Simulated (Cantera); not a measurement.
Charge: 1 mol CS2, 0.02 mol O2, 0.16 mol SO2, equilibrated at 99.0 bar.

Equilibrium computed with Cantera from the NASA thermochemical tables; the gas is ideal and each condensed phase is pure. Candidate condensed phases: C, S; 22 gas species. The ideal-gas law is rough above about 30 bar. The numbers say what is thermodynamically allowed, not how fast it happens.

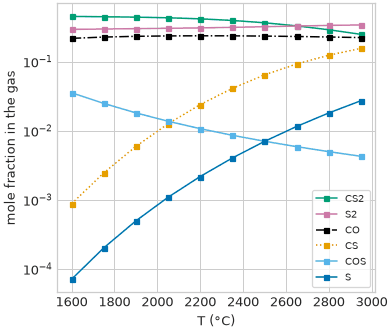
*Equilibrium gas composition (values under 1e-9 drawn at 1e-9)*

Q: Read off the mole fractions at 2350 °C.

A: CS2 about 0.40, S2 about 0.31, CO about 0.24, CS about 0.041, COS about 0.0086, S about 0.0040.
